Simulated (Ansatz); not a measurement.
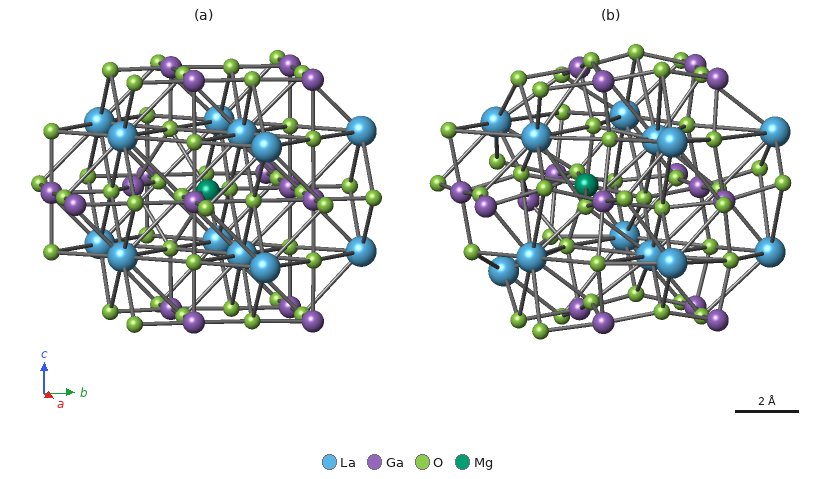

The structure of a defect cell of composition La8Ga8O24Mg before (left) and after (right) a relaxation, at one scale.

Style: ball-and-stick. Shown: the atoms within 5.8 Å of the atom that moves most (axes of the cell of the calculation (origin shifted)), slightly off an axis.

Computed with Ansatz 0.2.0, DFT, PBEsol, PAW, plane waves. Set-up: plane-wave cutoff 420 eV; k-point mesh 1 × 1 × 1; mesh shifted by (0.25, 0.25, 0.25); no spin polarisation; atoms relaxed in a fixed cell; force threshold 0.03 eV/Å; at most 80 steps.

Describe what moved and what it gained.

Answer. Over 18 accepted moves (20 points after the start) the energy falls by 27.200 eV per cell of the calculation. Largest force component: 26 eV/Å at the start, 0.025 eV/Å at the end. The line search rejected the trial steps at points 9, 18 of the run. The atom that moves furthest is the Mg atom (1.12 Å roughly along [−1 −1 0]). By element the largest moves are Mg 1.12 Å, La 0.88 Å, Ga 0.72 Å, O 0.64 Å. The cell doesn't change. Near-neighbour distances that change, for instance: Ga–O 2.419 → 3.650 Å, La–O 2.735 → 3.935 Å, La–O 2.714 → 3.892 Å, La–O 2.719 → 3.769 Å. New bonds form: Mg–O (3.11 → 2.12 Å), Mg–O (3.15 → 2.12 Å). Bonds break: La–O (2.70 → 3.60 Å), La–O (2.71 → 3.89 Å), La–O (2.72 → 3.77 Å), La–O (2.74 → 3.94 Å). Bond angles that change, for instance: O–Mg–O 172.5° → 95.3°, O–Ga–O 172.3° → 99.7°, O–Mg–O 105.7° → 167.3°.

Limits of the set-up: the periodic images lie only 7.7 Å apart, so the values are limited by the cell's size.
